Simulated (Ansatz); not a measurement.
In doubt: masses and optical values from hybrid runs of this build are listed as unsure (in some of the runs), which bears on the screening that GW takes from such a start.

System: Ge2SeN2 (Cmc2_1).

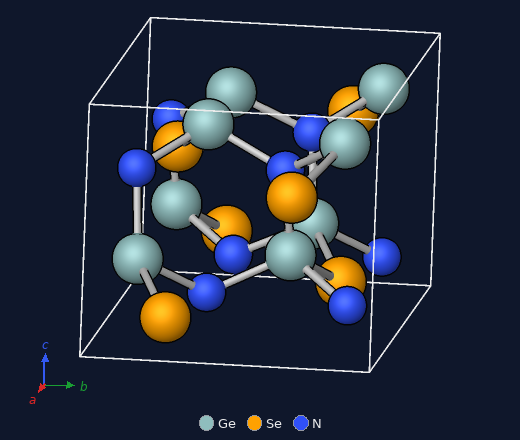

The structure (germanium teal, selenium orange, nitrogen blue). Some periodic images of atoms are drawn too.

The structure is orthorhombic, space group Cmc2_1 (No. 36). The conventional cell has a = 11.278 Å, b = 5.903 Å, c = 5.183 Å, α = 90.00°, β = 90.00°, γ = 90.00°. Nearest to Ge lie 3 N at 1.85 to 1.88 Å and 1 Se at 2.38 Å. Nearest to Se lie 2 Ge at 2.38 Å. Nearest to N lie 3 Ge at 1.85 to 1.88 Å. Farther neighbours and most contacts between anions are not listed.

```
Ge Se N
1.0
     5.63902   -2.95154    0.00000
     5.63902    2.95154    0.00000
     0.00000    0.00000    5.18324
Ge Se N
4 2 4
Direct
  0.33382 0.03403 0.33372
  0.96597 0.66618 0.33372
  0.66618 0.96597 0.83372
  0.03403 0.33382 0.83372
  0.28980 0.71020 0.17403
  0.71020 0.28980 0.67403
  0.34673 0.09056 0.68127
  0.90944 0.65327 0.68127
  0.65327 0.90944 0.18127
  0.09056 0.34673 0.18127
```

The cell and positions are those that the Materials Project relaxed with its own functionals (PBE, PBE+U or r2SCAN), kept fixed.

Gaps computed with Ansatz 0.2.0 without a self-energy: HSE06 2.74 eV and r2SCAN 2.07 eV.

Question: What gap should G0W0 on HSE06 give (4×4×4 mesh, 946 empty bands, screening to 180 eV, PAW set soft_1 files)?

About 3.53 eV: on its mesh the run moves the gap from 2.75 eV by +0.78 eV. A band edge moves to another state on the way. Among the scalar-relativistic levels given, HSE06 is nearest (−0.79 eV). Bands and cutoff are finite, so the gap is not at the basis limit. The miss can reach some tenths of an eV and take either sign; the mesh is an error of its own. The many-body steps are scalar-relativistic: spin-orbit coupling is not in them.

[Paths, hosts, dates, memory and timing lines, banners, echoed tables and standing remarks are left out of the program output.]

[Logs are printed without paths, hosts, clocks, repeated set-up lines and the standing remarks that a program may print on its own settings, such as how far it seeks lower states.]

[Runs of the session that timed out or met a known fault of the program may be left out.]

[Cells called generated may have been cut or substituted from an entry of the Crystallography Open Database or the Materials Project.]

[Hosts, paths, dates, database ids (printed as entryN), source tags and the programs' standing remarks are cut or masked in the printed files.]
